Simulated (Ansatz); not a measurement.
# LuH2 (Fm-3m): from the cell to its phonons, part 2 of 2

Task: relax LuH2 (Fm-3m), then find its harmonic phonons.

Ansatz 0.2.0; DFT PBEsol, scalar-relativistic, plane waves, PAW; PAW set soft_1.

So far: The structure; Relaxation. The relaxed cell has a = 4.958 Å (conventional setting).

### 3. Tight relaxation

Phonons need a cell at rest on their own settings, so the relaxation is repeated with tight tolerances on forces and stress, using the mesh and the filling of the phonon run that follows.

The input, input.yaml:

```yaml
crystal:
  lattice:
    - [0.0, 2.4791056877, 2.4791056877]
    - [2.4791056877, 0.0, 2.4791056877]
    - [2.4791056877, 2.4791056877, 0.0]
  atoms:
    - { symbol: Lu, position: [0.0, 0.0, 0.0] }
    - { symbol: H, position: [0.25, 0.25, 0.25] }
    - { symbol: H, position: [0.75, 0.75, 0.75] }
kpoints:
  mp_grid: { grid: [16, 16, 16] }
hamiltonian:
  xc: pbesol
  pseudopotentials: { kind: paw, azcp: { folder: soft_1 }, xc_functional: pbe }
scf:
  occupations: { method: methfessel_paxton, width: 0.2 }
output:
  forces: true
  stress: true
  eigenvalues: true
relax:
  adjacent_minimum: "off"
  f_tol: 0.001
  max_steps: 60
  cell: { stress_tol: 0.01 }
```

The run is started by

```
> ansatz run input.yaml --threads 4 --pin off --max-ram 10240MiB --backend cpu --events-out ev --progress --plain --runs-dir out
```

Numbers of over 12 decimals in the logs are rounded to 6 here.

Log:

```text
[...]
Crystal: 3 atoms, lattice volume = 30.473 Å³
Basis set: ecut = 420 eV, 609 PW (Γ), exchange–correlation on 48×48×48 points (8 copies of the dense FFT grid, shifted against one another)
Bands: 18, of which v1, the nominal top of the filled ones, is band 14 counted from 1 (13 counted from 0)
Symmetry: 48 space group operations
[...]
k-points: 145 of 4096
[...]
k-point 144: bands = [... 10 lower, 9.0478, 9.3875, 9.3875, 12.6438, 15.6065, 20.1141, 20.5689, 20.5689]
--- Relaxed structure (3 steps of the walk, 2 accepted, 1 SCFs on fresh bases) ---
[...]
cell:  # Å, volume = 30.4601 Å³
    - [0, 2.478757, 2.478757]
    - [2.478757, 0, 2.478757]
    - [2.478757, 2.478757, 0]
  atoms:
    - { symbol: Lu, position: [0, 0, 0] }
    - { symbol: H, position: [0.25, 0.25, 0.25] }
    - { symbol: H, position: [0.750000, 0.750000, 0.750000] }
[key lines of the parts left out:]
SCF converged after 5 iterations
Free energy (F): -14645.567907 eV
Fermi energy:    13.778815 eV
P = ⅓ Tr σ = 0.0005 GPa (0.005 kbar)
```

Wall time 6.9 s (4 threads of Arm Neoverse V1, shared host); peak memory 0.39 GiB.

Little changed from the start: no atom moved by 0.005 Å and no cell edge by 0.1 %.

This step gave:

- pressure: 5.49e-4 GPa
- volume per atom: 10.15 Å³

The forces vanish by symmetry and the pressure is 0.001 GPa, within the tolerances set. The cell now holds 10.15 Å³/atom.

### 4. Zone-centre response

The zone centre comes first: it holds the modes that light can see, as far as symmetry allows. No field response is asked, since the mesh shows no gap.

input.yaml, the sections that differ from step 3:

```yaml
crystal:
  lattice:
    - [0.0, 2.4787567742, 2.4787567742]
    - [2.4787567742, 0.0, 2.4787567742]
    - [2.4787567742, 2.4787567742, 0.0]
  atoms:
    - { symbol: Lu, position: [0.0, 0.0, 0.0] }
    - { symbol: H, position: [0.25, 0.25, 0.25] }
    - { symbol: H, position: [0.75, 0.75, 0.75] }
output:
  eigenvalues: true
phonons:
  method: dfpt
# kpoints, hamiltonian, scf: as in step 3
# relax: removed
```

Log:

```text
zone centre: on kpoints.mp_grid the ground state, and the responses unless they are solved on pairs of k-points, stand on 349 of the mesh's 4096 k-points, reduced under 8 symmetry operations, with k and −k counted as one. Each operation leaves every solved displacement unchanged or reverses it
[...]
Crystal: 3 atoms, lattice volume = 30.460 Å³
Basis set: ecut = 420 eV, 609 PW (Γ), exchange–correlation on 48×48×48 points (8 copies of the dense FFT grid, shifted against one another)
Bands: 18, of which v1, the nominal top of the filled ones, is band 14 counted from 1 (13 counted from 0)
Symmetry: 48 space group operations
k-points: 349 of 4096 (irreducible under 8 space group operations, time reversal used)
[...]
SCF iter   1: F=—  HF=-14646.327598 eV  |F-HF|=—  |Δ(HF+E_count)|=         —  Δρ=9.14e-2  dr2=2.08e0  ethr=3.10e-3  ⟨swp⟩=5.2  Hψ=36837  notcnv=0
[...]
SCF iter  12: F=-14645.567907 eV  HF=-14645.567907 eV  |F-HF|=1.82e-12  |Δ(HF+E_count)|=  1.82e-12  S|Δr|=    0.00e0  Δρ=3.51e-8  dr2=1.57e-13  ethr=1.00e-12  ⟨swp⟩=11.3  Hψ=49828  notcnv=0
SCF 1 converged in 12 iterations: F = -14645.567907 eV  dr2 = 1.57e-13
[...]
DFPT response loops at Γ: preconditioner auto → Kerker (q_TF=auto, 2.674 Å⁻¹) (partly filled bands, converged f_vac=0.000); β = 1.00, the filter's whole step (`scf.mixing.beta` (0.50) is not read by the response loops under this deck's `scf.mixing.preconditioner`; to damp them name `kerker` or `kerker_dos`, under which they read `scf.mixing.beta`, and type it under 1.00, their step now; both keys bind the ground state too); Broyden in place of MSR1
SCF converged after 12 iterations
[...]
Free energy (F): -14645.567907 eV
[...]
Internal energy: -14645.567708 eV  (E = F + TS)
E sigma→0 (E₀):  -14645.567858 eV
Entropy (-TS):   -0.000199 eV (-0.066 meV/atom)
Fermi energy:    13.778815 eV
[...]
--- Band table (eV; the first three rows and the last of 349) ---
  k-point 0: bands = [... 10 lower, 9.0851, 9.0851, 13.4681, 15.1952, 15.1952, 15.1952, 18.1705, 18.1705]
  k-point 1: bands = [... 10 lower, 9.0815, 9.0852, 12.9432, 15.2506, 15.2506, 15.8342, 18.0998, 18.0998]
  k-point 2: bands = [... 10 lower, 9.0719, 9.0855, 12.1096, 15.3943, 15.3943, 16.9851, 17.9439, 17.9439]
  k-point 348: bands = [... 10 lower, 9.0478, 9.3875, 9.3875, 12.6438, 15.6065, 20.1141, 20.5689, 20.5689]
--- Phonons (Γ-DFPT): 2 representative perturbations + reference, on 349 of 4096 k-points (Σ response iterations 7) ---
  k mesh reduced under 8 symmetry operations, with k and −k counted as one. Each operation leaves every solved displacement unchanged or reverses it
  ASR residual: 1.704e-5 → 0.000e0 eV/Å²; symmetrization residual: 3.604e-7 eV/Å²
  ASR residual per site (eV/Å²): 1.70e-5 4.76e-7 4.76e-7
  Γ frequencies (cm⁻¹): 0.00 0.00 0.00 996.92 996.92 996.92 1206.70 1206.70 1206.70
  non-analytic LO–TO correction: not included (Born effective charges unavailable; polar crystals: no LO–TO splitting at Γ)
```

Wall time 17 s (4 threads); peak memory 0.81 GiB.

Numbers from this step:

| Quantity | Value |
| --- | --- |
| sum-rule residual before enforcement | 1.70e-5 eV/Å² |
| point group | m-3m |
| highest optical mode at the zone centre (no LO-TO term) | 1207 cm⁻¹ |
| lowest optical zone-centre mode | 996.9 cm⁻¹ |

Patterns of degenerate modes are one choice out of their space. The modes at Γ (shares of kinetic energy by element, %):

| mode | frequency (cm⁻¹) | symmetry | Lu % | H % |
| --- | --- | --- | --- | --- |
| 1 | 0.0 | acoustic | 99 | 1 |
| 2 | 0.0 | acoustic | 99 | 1 |
| 3 | 0.0 | acoustic | 99 | 1 |
| 4 | 996.9 | T1u | 1 | 99 |
| 5 | 996.9 | T1u | 1 | 99 |
| 6 | 996.9 | T1u | 1 | 99 |
| 7 | 1206.7 | T2g | 0 | 100 |
| 8 | 1206.7 | T2g | 0 | 100 |
| 9 | 1206.7 | T2g | 0 | 100 |

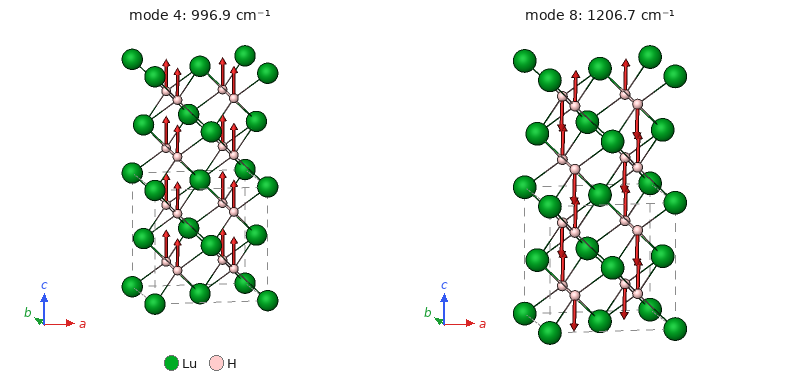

Displacement patterns of modes 4 and 8 at Γ; arrows are exaggerated. 1×1×2 conventional cells are drawn. Some periodic images of atoms are drawn too.

Before it was imposed, the acoustic sum rule was missed by 1.7e-5 eV/Å². Small misses are needed for a sound result but don't prove that mesh and cutoff are converged. The lowest optical mode is real, 997 cm⁻¹.

### 5. Response at finite wavevector

Stability and thermal properties need the whole zone. Linear response on a 4×4×4 q mesh gives force constants as far as a supercell of that size would.

input.yaml: that of step 4 with these lines changed.

```diff
@@ -20 +20,8 @@
   method: dfpt
+  qmesh: [4, 4, 4]
+  temperatures: { t_max: 1000, t_step: 50 }
+  qpath:
+    path:
+      - [[0.0, 0.0, 0.0], [0.5, 0.0, 0.5], [0.625, 0.25, 0.625]]
+      - [[0.375, 0.375, 0.75], [0.0, 0.0, 0.0], [0.5, 0.5, 0.5], [0.5, 0.25, 0.75], [0.5, 0.0, 0.5]]
+    npoints: 10
```

Log:

```text
[...]
Crystal: 3 atoms, lattice volume = 30.460 Å³
Basis set: ecut = 420 eV, 609 PW (Γ), exchange–correlation on 48×48×48 points (8 copies of the dense FFT grid, shifted against one another)
Bands: 18, of which v1, the nominal top of the filled ones, is band 14 counted from 1 (13 counted from 0)
Symmetry: 48 space group operations
k-points: 145 of 4096
[...]
SCF iter   1: F=—  HF=-14646.327676 eV  |F-HF|=—  |Δ(HF+E_count)|=         —  Δρ=9.14e-2  dr2=2.08e0  ethr=3.10e-3  ⟨swp⟩=5.2  Hψ=15234  notcnv=0
[...]
SCF iter  12: F=-14645.567907 eV  HF=-14645.567907 eV  |F-HF|=3.64e-12  |Δ(HF+E_count)|=  1.82e-12  S|Δr|=    0.00e0  Δρ=3.40e-8  dr2=1.42e-13  ethr=1.00e-12  ⟨swp⟩=11.5  Hψ=20540  notcnv=0
SCF 1 converged in 12 iterations: F = -14645.567907 eV  dr2 = 1.42e-13
[...]
phonons: the bands overlap, so this run is a metal and interpolates without the dipole-dipole term. If the crystal is really an insulator or semiconductor, its LO-TO splitting is missing
NSCF: frozen V_eff on 145 k-points
WARN: eigensolver did not converge in 8 slots of this pass, the one above among them; of largest residual over every band (k=69): 1 band(s) unlocked (lowest unlocked band 17, counted from 0; max residual 1.31e-3 eV among the unlocked bands, 1.31e-3 eV over every band); of lowest unlocked band (k=30): band 17
[...]
DFPT response loops at q = (0, 0, 0) (fractional): preconditioner auto → Kerker (q_TF=auto, 2.674 Å⁻¹) (partly filled bands, converged f_vac=0.000); β = 1.00, the filter's whole step (`scf.mixing.beta` (0.50) is not read by the response loops under this deck's `scf.mixing.preconditioner`; to damp them name `kerker` or `kerker_dos`, under which they read `scf.mixing.beta`, and type it under 1.00, their step now; both keys bind the ground state too); Broyden in place of MSR1
[...]
SCF converged after 12 iterations
[...]
Free energy (F): -14645.567907 eV
[...]
Internal energy: -14645.567708 eV  (E = F + TS)
E sigma→0 (E₀):  -14645.567858 eV
Entropy (-TS):   -0.000199 eV (-0.066 meV/atom)
Fermi energy:    13.778815 eV
[...]
--- Band table (eV; the first three rows and the last of 145) ---
  k-point 0: bands = [... 10 lower, 9.0851, 9.0851, 13.4681, 15.1952, 15.1952, 15.1952, 18.1705, 18.1705]
  k-point 1: bands = [... 10 lower, 9.0815, 9.0852, 12.9432, 15.2506, 15.2506, 15.8342, 18.0998, 18.0998]
  k-point 2: bands = [... 10 lower, 9.0719, 9.0855, 12.1096, 15.3943, 15.3943, 16.9851, 17.9439, 17.9439]
  k-point 144: bands = [... 10 lower, 9.0478, 9.3875, 9.3875, 12.6438, 15.6065, 20.1141, 20.5689, 20.5689]
--- Phonons (Γ-DFPT): 2 representative perturbations + reference (Σ response iterations 7) ---
  ASR residual: 3.390e-5 → 0.000e0 eV/Å²; symmetrization residual: 2.319e-7 eV/Å²
  ASR residual per site (eV/Å²): 3.39e-5 2.42e-7 2.42e-7
  Γ frequencies (cm⁻¹): 0.00 0.00 0.00 996.92 996.92 996.92 1206.70 1206.70 1206.70
--- Phonons (arbitrary-q DFPT): 8 irreducible q on the 4×4×4 mesh ---
  q = [0.0000, 0.0000, 0.0000] (star 1, of the zone-centre solve; hermiticity 6.37e-8, symmetrization 8.10e-13): -0.00 -0.00 0.00 996.92 996.92 996.92 1206.70 1206.70 1206.70
  q = [0.0000, 0.0000, 0.2500] (star 8, 2 solved perturbations on 2176 of 4096 k-point pairs; hermiticity 3.73e-8, symmetrization 3.98e-10): 63.36 63.36 108.96 1011.00 1011.00 1081.28 1146.37 1178.69 1178.69
[...]
q = [0.0000, 0.2500, 0.2500] (star 6, 4 solved perturbations in 3616 linear systems a pass and spin channel, the states on 1160 of 4096 k-point pairs; hermiticity 3.30e-8, symmetrization 2.35e-9): 85.59 85.59 112.55 1015.80 1015.80 1100.81 1116.84 1169.63 1169.63
[...]
sum rule: each row above includes the acoustic sum rule's correction from the zone centre's row sums; it moved no ω² by more than (0.26 cm⁻¹)²
  mesh force constants: q→R imaginary residual 1.70e-18; ASR residual 3.390e-5 → 0.000e0 eV/Å²; symmetrization residual 7.105e-15 eV/Å²
  interpolated dispersion: 62 rows × 9 modes
  density of states and harmonic sums: on the 24×24×24 q-mesh, interpolated from the force constants of a 4×4×4 supercell (no non-analytic term)
  largest difference from the sums on the solved wave vectors: F 1.26e-2 eV, S 1.66e-5 and C_V 4.02e-6 eV/K
  zero-point energy: 0.426975 eV/cell   skipped modes (ω ≤ 0): 3   left out of the sums: 2.41e-5 of the cell's modes: C_V's classical limit lies that fraction below 3 k_B per atom; for a crystal, a wire or a layer, F and S can be off by more, and a phonons.interpolated_qmesh denser along its periods is the remedy for the sampling
```

It took 9.2 min on 4 threads; peak memory 5.2 GiB.

Numbers from this step:

- sum-rule residual before enforcement: 3.39e-5 eV/Å²
- lowest frequency on the path: 0 cm⁻¹
- highest frequency on the path or at a solved wavevector: 1207 cm⁻¹
- mean frequency: 765.3 cm⁻¹
- Debye temperature (second moment): 1667 K
- logarithmic mean frequency: 497 cm⁻¹
- lowest mode on the q mesh (acoustic modes at Γ apart): 63.36 cm⁻¹
- zero-point energy per atom: 142.3 meV
- heat capacity at 300 K: 10.59 J/(mol atoms K)
- vibrational entropy at 300 K: 14.86 J/(mol atoms K)
- edges of the widest gap between branches, on path and mesh: 162.5, 996.9 cm⁻¹

Frequencies (cm⁻¹) solved at each irreducible wavevector; negative means imaginary. Frequencies by wavevector, by row:

| q in reciprocal lattice units | star | mode 1 | mode 2 | mode 3 | mode 4 | mode 5 | mode 6 | mode 7 | mode 8 | mode 9 |
| --- | --- | --- | --- | --- | --- | --- | --- | --- | --- | --- |
| 0 0 0 | 1 | 0 | 0 | 0 | 996.9 | 996.9 | 996.9 | 1207 | 1207 | 1207 |
| 0 0 0.25 | 8 | 63.4 | 63.4 | 109 | 1011 | 1011 | 1081 | 1146 | 1179 | 1179 |
| 0 0 -0.5 | 4 | 87.3 | 87.3 | 129.9 | 1035 | 1035 | 1050 | 1139 | 1139 | 1148 |
| 0 0.25 0.25 | 6 | 85.6 | 85.6 | 112.5 | 1016 | 1016 | 1101 | 1117 | 1170 | 1170 |
| 0 0.25 -0.5 | 24 | 98.4 | 109.3 | 130.5 | 1036 | 1044 | 1050 | 1115 | 1135 | 1170 |
| 0 0.25 -0.25 | 12 | 83 | 116.7 | 121.7 | 1012 | 1046 | 1078 | 1133 | 1142 | 1160 |
| 0 -0.5 -0.5 | 3 | 116.1 | 116.1 | 162.5 | 1025 | 1082 | 1082 | 1115 | 1115 | 1180 |
| 0.25 -0.5 -0.25 | 6 | 96.3 | 141.3 | 141.3 | 1010 | 1080 | 1092 | 1097 | 1097 | 1204 |

Interpolated from a 4×4×4 q mesh. The phonon branches at the labelled points (cm⁻¹):

| point | branch 1 | branch 2 | branch 3 | branch 4 | branch 5 | branch 6 | branch 7 | branch 8 | branch 9 |
| --- | --- | --- | --- | --- | --- | --- | --- | --- | --- |
| Γ | 0 | 0 | 0 | 997 | 997 | 997 | 1207 | 1207 | 1207 |
| X | 116 | 116 | 162 | 1025 | 1082 | 1082 | 1115 | 1115 | 1180 |
| U | 106 | 120 | 143 | 1020 | 1062 | 1095 | 1100 | 1101 | 1191 |
| jump to K | 106 | 120 | 143 | 1020 | 1062 | 1095 | 1100 | 1101 | 1191 |
| Γ | 0 | 0 | 0 | 997 | 997 | 997 | 1207 | 1207 | 1207 |
| L | 87 | 87 | 130 | 1035 | 1035 | 1050 | 1139 | 1139 | 1148 |
| W | 96 | 141 | 141 | 1010 | 1080 | 1092 | 1097 | 1097 | 1204 |
| X | 116 | 116 | 162 | 1025 | 1082 | 1082 | 1115 | 1115 | 1180 |

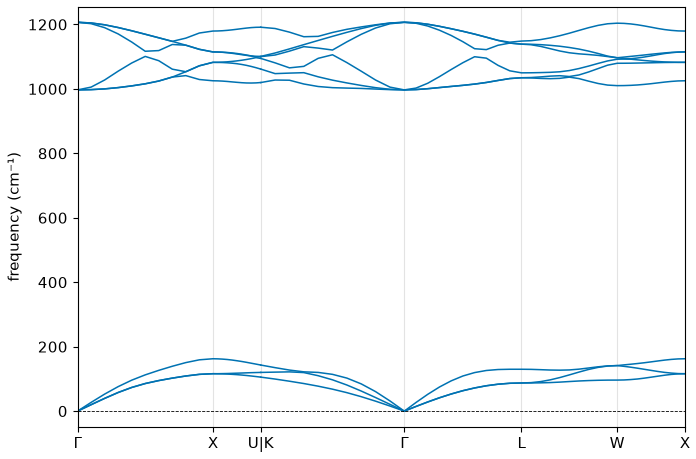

Phonon branches along the path.

The phonon density of states has structure finer than the step of the table below, so its rows give means over 50 cm⁻¹, whole bins alone (the curve runs from 5 to 1205 cm⁻¹). Peaks (cm⁻¹: height): 95.0: 0.0548, 125.0: 0.0606, 1025.0: 0.0500, 1125.0: 0.0489, 1165.0: 0.0364.

Tetrahedra on a 24×24×24 mesh, mean over bins of 10 cm-1. Interpolated from a 4×4×4 q mesh. Phonon density of states against wavenumber; means over each step:

| wavenumber (cm⁻¹) | phonon density of states (1/cm⁻¹/cell) |
| --- | --- |
| 50 | 0.00553 |
| 100 | 0.0401 |
| 150 | 0.0143 |
| 200 | 0 |
| 250 | 0 |
| 300 | 0 |
| 350 | 0 |
| 400 | 0 |
| 450 | 0 |
| 500 | 0 |
| 550 | 0 |
| 600 | 0 |
| 650 | 0 |
| 700 | 0 |
| 750 | 0 |
| 800 | 0 |
| 850 | 0 |
| 900 | 0 |
| 950 | 0 |
| 1000 | 0.0162 |
| 1050 | 0.0351 |
| 1100 | 0.0262 |
| 1150 | 0.0316 |

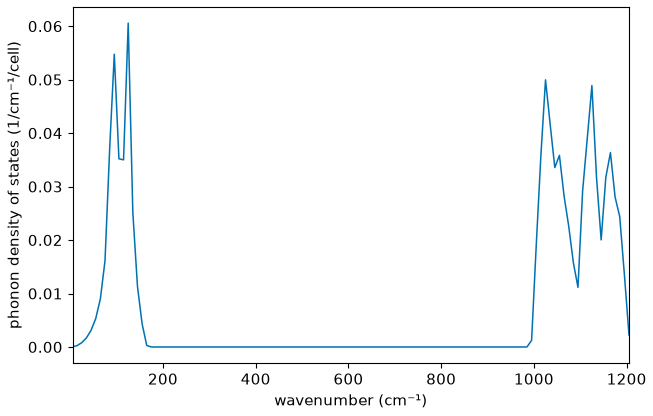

Phonon density of states against wavenumber.

The partial phonon density of states has structure finer than the step of the table below, so its rows give means over 50 cm⁻¹, whole bins alone (the curve runs from -10 to 1253 cm⁻¹). Peaks (cm⁻¹: height): H 1030.5: 0.0437, 1125.8: 0.0400; Lu 93.3: 0.0435.

Phonopy on the run's constants, 19x19x19 mesh, Gaussian sigma 9.0 cm-1. Interpolated from a 4×4×4 q mesh. The partial phonon density of states by wavenumber; means over each step; values in 1/cm⁻¹/cell:

| wavenumber (cm⁻¹) | H | Lu |
| --- | --- | --- |
| 50 | 5.0e-5 | 0.00648 |
| 100 | 1.4e-4 | 0.0382 |
| 150 | 1.9e-5 | 0.0149 |
| 200 | 0 | 2.9e-5 |
| 250 | 0 | 0 |
| 300 | 0 | 0 |
| 350 | 0 | 0 |
| 400 | 0 | 0 |
| 450 | 0 | 0 |
| 500 | 0 | 0 |
| 550 | 0 | 0 |
| 600 | 0 | 0 |
| 650 | 0 | 0 |
| 700 | 0 | 0 |
| 750 | 0 | 0 |
| 800 | 0 | 0 |
| 850 | 0 | 0 |
| 900 | 0 | 0 |
| 950 | 5.4e-6 | 0 |
| 1000 | 0.0165 | 8.5e-5 |
| 1050 | 0.0341 | 8.5e-5 |
| 1100 | 0.0264 | 3.4e-5 |
| 1150 | 0.0315 | 1.1e-5 |
| 1200 | 0.0113 | 6.4e-7 |

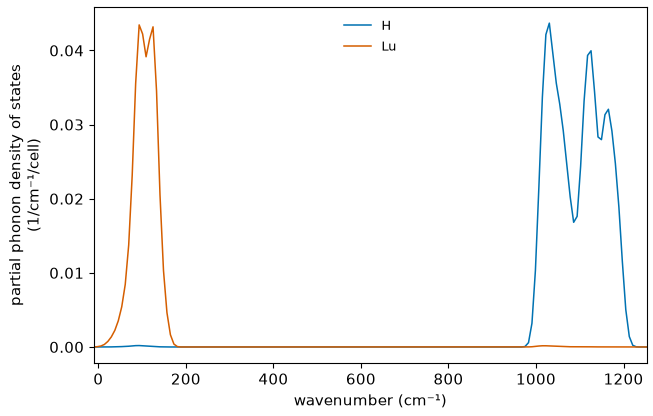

Partial phonon density of states against wavenumber.

Harmonic thermodynamic functions per atom, from the density of states. Interpolated from a 4×4×4 q mesh. Thermodynamic functions, by row:

| T (K) | F_vib (meV/atom) | S (J/mol-atom/K) | C_V (J/mol-atom/K) |
| --- | --- | --- | --- |
| 0 | 142.3 | 0 | 0 |
| 50 | 142 | 1.961 | 4.106 |
| 100 | 140 | 5.86 | 6.84 |
| 200 | 131 | 11.1 | 8.316 |
| 300 | 117.5 | 14.86 | 10.59 |
| 400 | 100.3 | 18.3 | 13.46 |
| 500 | 79.57 | 21.58 | 15.97 |
| 600 | 55.58 | 24.68 | 17.91 |
| 700 | 28.5 | 27.55 | 19.36 |
| 800 | -1.45 | 30.21 | 20.44 |
| 900 | -34.05 | 32.67 | 21.25 |
| 1000 | -69.1 | 34.94 | 21.87 |

Harmonic mean-square displacement, third of the trace. Interpolated from a 4×4×4 q mesh. Mean square displacements, by row:

| T (K) | Lu1 U_eq (Å²) | H2 U_eq (Å²) | H3 U_eq (Å²) |
| --- | --- | --- | --- |
| 0 | 9.70e-4 | 0.01565 | 0.01565 |
| 100 | 0.00178 | 0.01609 | 0.01609 |
| 300 | 0.00475 | 0.01769 | 0.01769 |
| 600 | 0.00939 | 0.02215 | 0.02215 |

Symmetry leaves 8 wavevectors to solve. The lowest mode among them, the acoustic zeros apart, lies at q = (0, 0, 0.25) and is real, 63.4 cm⁻¹.

### 6. Another isotope

An isotope changes the mass and not the force constants, so no new electronic calculation is needed; the shifts show which modes move this element.

The same force constants with the mass of H changed from 1.008 to 2.014 u (phonopy, no LO-TO term). Both lists are sorted by frequency; levels can cross, so a row need not hold one and the same mode. Modes under 3 cm⁻¹ are left out. Isotope shifts, by row:

| q | rank | natural mass (cm⁻¹) | changed mass (cm⁻¹) |
| --- | --- | --- | --- |
| 0 0 0 | 4 | 996.9 | 709.3 |
| 0 0 0 | 5 | 996.9 | 709.3 |
| 0 0 0 | 6 | 996.9 | 709.3 |
| 0 0 0 | 7 | 1207 | 853.7 |
| 0 0 0 | 8 | 1207 | 853.7 |
| 0 0 0 | 9 | 1207 | 853.7 |
| 0 0 0.25 | 1 | 63.36 | 63.1 |
| 0 0 0.25 | 2 | 63.36 | 63.1 |
| 0 0 0.25 | 3 | 109 | 108.8 |
| 0 0 0.25 | 4 | 1011 | 718.1 |
| 0 0 0.25 | 5 | 1011 | 718.1 |
| 0 0 0.25 | 6 | 1081 | 766.3 |
| 0 0 0.25 | 7 | 1146 | 811 |
| 0 0 0.25 | 8 | 1179 | 833.9 |
| 0 0 0.25 | 9 | 1179 | 833.9 |
| 0 0 -0.5 | 1 | 87.34 | 87.15 |
| 0 0 -0.5 | 2 | 87.34 | 87.15 |
| 0 0 -0.5 | 3 | 129.9 | 129.9 |
| 0 0 -0.5 | 4 | 1035 | 733.5 |
| 0 0 -0.5 | 5 | 1035 | 733.5 |
| 0 0 -0.5 | 6 | 1050 | 743.1 |
| 0 0 -0.5 | 7 | 1139 | 805.7 |
| 0 0 -0.5 | 8 | 1139 | 805.7 |
| 0 0 -0.5 | 9 | 1148 | 812.4 |
| 0 0.25 0.25 | 1 | 85.59 | 85.32 |
| 0 0.25 0.25 | 2 | 85.59 | 85.32 |
| 0 0.25 0.25 | 3 | 112.5 | 112.4 |
| 0 0.25 0.25 | 4 | 1016 | 720.9 |
| 0 0.25 0.25 | 5 | 1016 | 720.9 |
| 0 0.25 0.25 | 6 | 1101 | 780 |
| 0 0.25 0.25 | 7 | 1117 | 790.1 |
| 0 0.25 0.25 | 8 | 1170 | 827.5 |
| 0 0.25 0.25 | 9 | 1170 | 827.5 |

A mode of this element alone would shift by -29.26 %. The highest zone-centre frequency without the field goes from 1206.7 to 853.7 cm⁻¹ (-29.3 %). The product of the frequency ratios over all optical modes at Γ is 0.127; the product rule, (m/m′)^(3k/2) (M′/M)^(3/2) with k = 2 such atoms and M the mass of the cell, gives 0.127.

### 7. Results

* space group after relaxation (within 0.01 Å): Fm-3m
* volume per atom: 10.2 Å³
* electronic character: no gap on this mesh
* highest optical mode at the zone centre (no LO-TO term): 1207 cm⁻¹
* lowest optical zone-centre mode: 997 cm⁻¹
* lowest mode on the q mesh (acoustic modes at Γ apart): 63.4 cm⁻¹
* highest frequency on the path or at a solved wavevector: 1207 cm⁻¹
* zero-point energy per atom: 142 meV
* heat capacity at 300 K: 10.6 J/(mol atoms K)
* vibrational entropy at 300 K: 14.9 J/(mol atoms K)
* Debye temperature (second moment): 1667 K
* imaginary modes on the 4×4×4 q mesh: none

The structure is a minimum as far as tested: no mode is imaginary at the 8 irreducible wavevectors of the 4×4×4 mesh, and the softest away from the acoustic zeros lies at 63 cm⁻¹. The optical modes at Γ span 997 to 1207 cm⁻¹. The highest mode in this list at Γ, 1206.7 cm⁻¹, is mostly motion of H (100 % of the kinetic energy). On the path and the mesh, the widest gap between branches runs from 162 to 997 cm⁻¹. With no gap, or one that is small against the smearing, the frequencies hang on the k mesh and the smearing, most of all near Kohn anomalies. The phonon runs are without spin polarisation, although the cell has an odd electron count. Spin-orbit coupling is left out, which can matter for the heavy elements here. The PAW files were made for PBE and serve the other functionals too. A phonon run warned that its eigensolver left some bands unconverged in a pass. These are harmonic frequencies at zero temperature: anharmonic shifts, linewidths and thermal expansion are left out.

[Logs are printed without paths, hosts, clocks, repeated set-up lines and the standing remarks that a program may print on its own settings, such as how far it seeks lower states.]

[Hosts, paths, dates, database ids (printed as entryN), source tags and the programs' standing remarks are cut or masked in the printed files.]
